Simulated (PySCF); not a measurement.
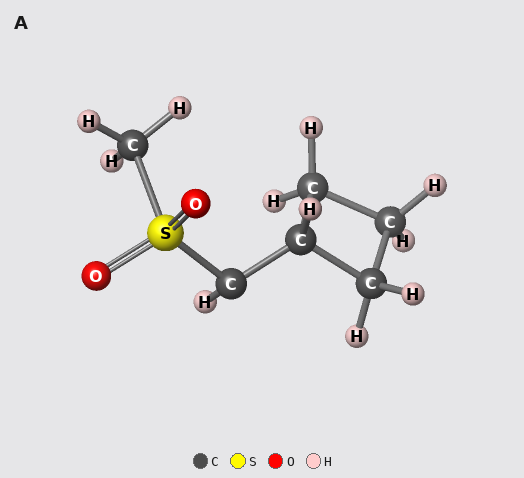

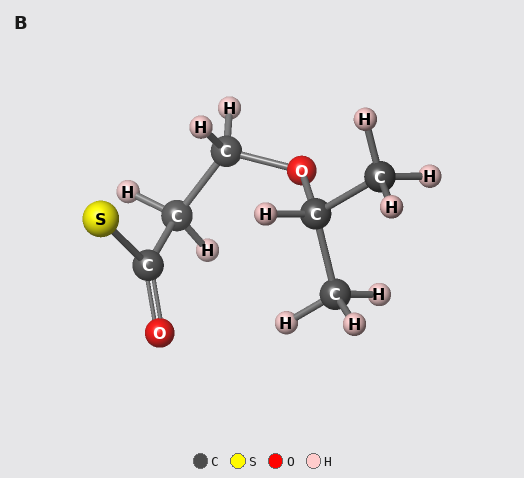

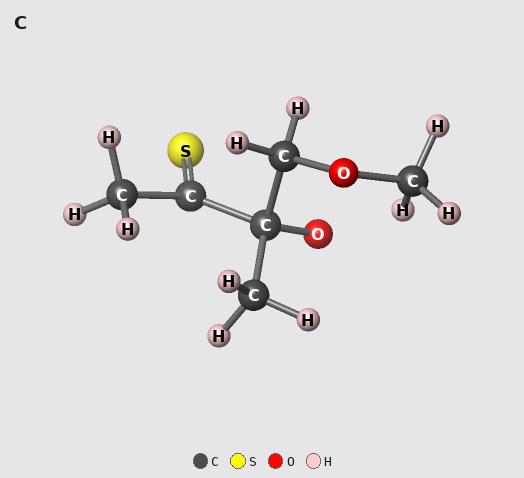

3 stationary structures of one formula. The species has charge −1 and is a spin singlet. Geometries: GFN2-xTB. Electronic energies: PBE0/pcSseg-1 (PySCF 2.14.0), without zero-point energy. No frequency run is at hand to confirm each as a minimum. Each is one conformer, not always the lowest.

Rank them by energy, lowest first.

B is lowest; C lies 246.9 kJ/mol above it, A lies 377.2 kJ/mol above it. A is `CS(=O)(=O)[CH-]C1CCC1`, B is `CC(C)OCCC(=O)[S-]`, C is `COC[C@](C)([O-])C(C)=S`.
